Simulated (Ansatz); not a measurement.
**GeH$_{4}$O···HCl: density, localisation and related maps**

Input file:

```
crystal:
  periodic: [false, false, false]
  atoms:
    - { symbol: Ge, position_ang: [-0.964779, -0.156677, 0.02763] }
    - { symbol: Cl, position_ang: [2.320592, -1.278439, -0.582314] }
    - { symbol: H, position_ang: [-0.761785, -0.410058, -1.47456] }
    - { symbol: H, position_ang: [-0.702998, -1.394233, 0.886562] }
    - { symbol: H, position_ang: [-2.373379, 0.418603, 0.281907] }
    - { symbol: H, position_ang: [2.063143, -0.164692, 0.059715] }
    - { symbol: O, position_ang: [0.258307, 1.0716, 0.629562] }
    - { symbol: H, position_ang: [0.160799, 1.913796, 0.171598] }
basis:
  gaussian: { orbitals: def2-SVP }
hamiltonian:
  xc: pbe0
relax:
  f_tol: 0.03
  max_steps: 50
output:
  orbitals: {}
```

Command:

```sh
ansatz run input.yaml --threads 2 --pin off --max-ram 3072MiB --backend cpu --events-out ev --progress --plain --runs-dir out
```

The fields are those of the run's last geometry, not of the input's.

Method: RKS PBE0/def2-SVP in Ansatz.

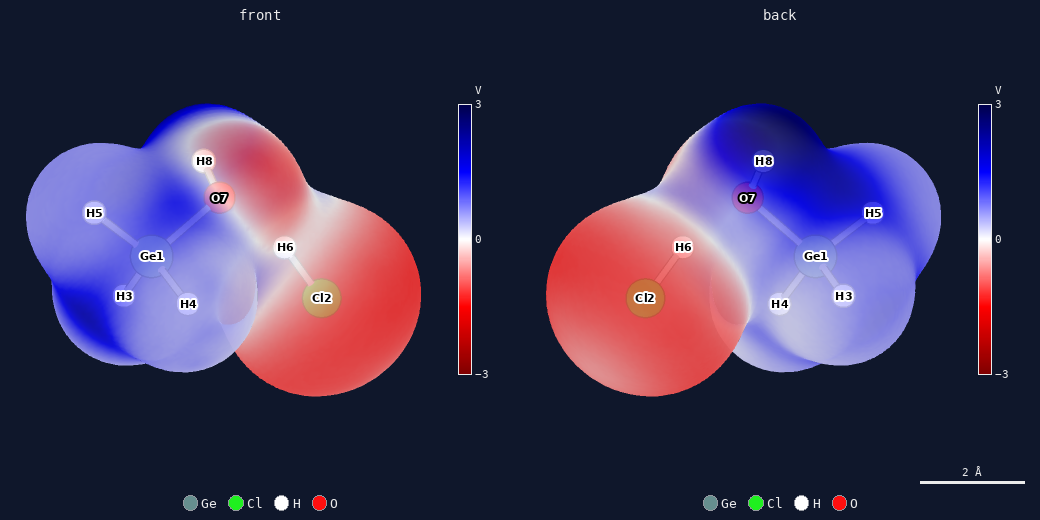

Figure 1. The molecular electrostatic potential painted on the density surface at 0.002 e/bohr³, seen from the front and from behind; red is negative and blue positive.

> Which sites attract a positive test charge, and which a negative one?

A positive charge is drawn to the negative regions and a negative charge to the positive ones. The most negative region (about −1.2 V) lies over Cl2, the most positive (about +2.8 V) over H8.

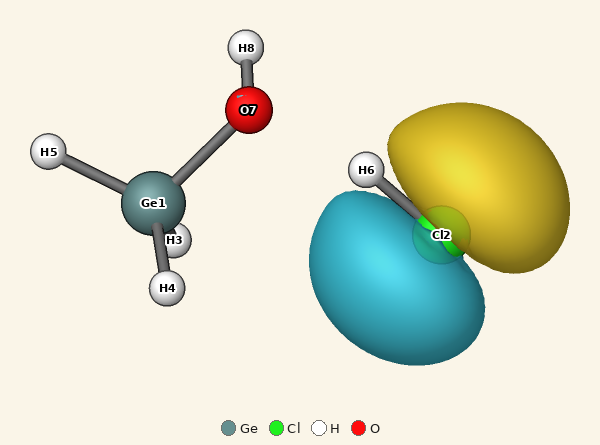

Figure 2. The HOMO−1 at ±0.1 Å⁻³ᐟ² (yellow and cyan are the two phases), seen across its widest extent.

> What is the character of this orbital?

By Hirshfeld shares it lies mainly on Cl2 (about 95 %); largely a lone pair of Cl2. Its energy is −8.16 eV.

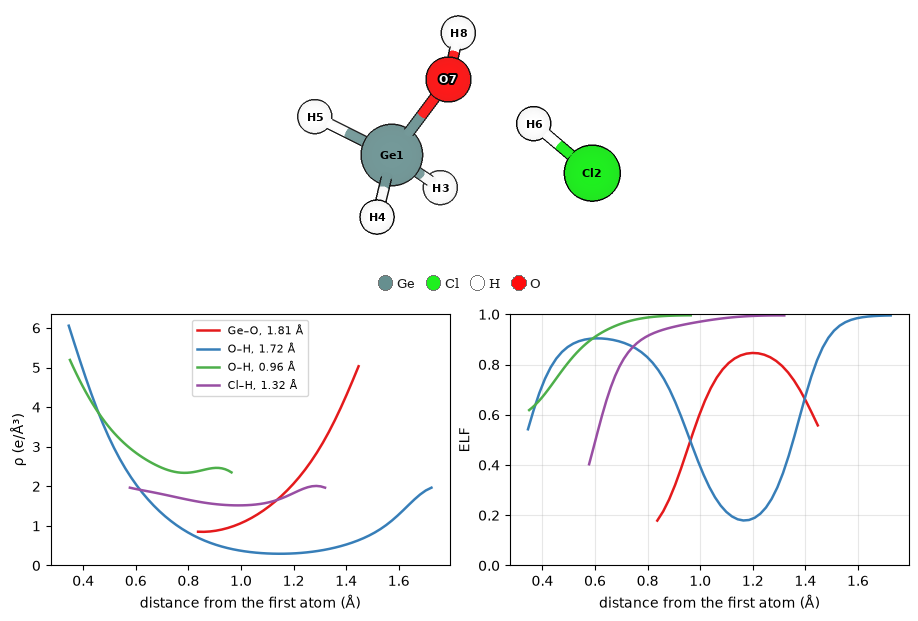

Figure 3. Total electron density and ELF along straight lines between neighbouring atoms. The curves leave out the atomic cores. The structure is drawn too.

> Compare the contacts.

Ge–O (1.81 Å): the density is about 0.88 e/Å³ at the midpoint; the ELF peaks at about 0.85 in the valence shell of O, 0.6 Å from its nucleus, and is about 0.30 at the midpoint.
O7···H6 (1.72 Å): the density falls to about 0.3 e/Å³ on the way; the ELF dips to about 0.20 between them.
O–H (0.96 Å): ρ is about 3.6 e/Å³ halfway; the ELF climbs to about 1 towards the hydrogen, as it does in any bond to H (an ordinary covalent bond to hydrogen).
Cl–H (1.32 Å): ρ is about 1.9 e/Å³ halfway; the ELF climbs to about 1 towards the hydrogen: a covalent bond by its length.
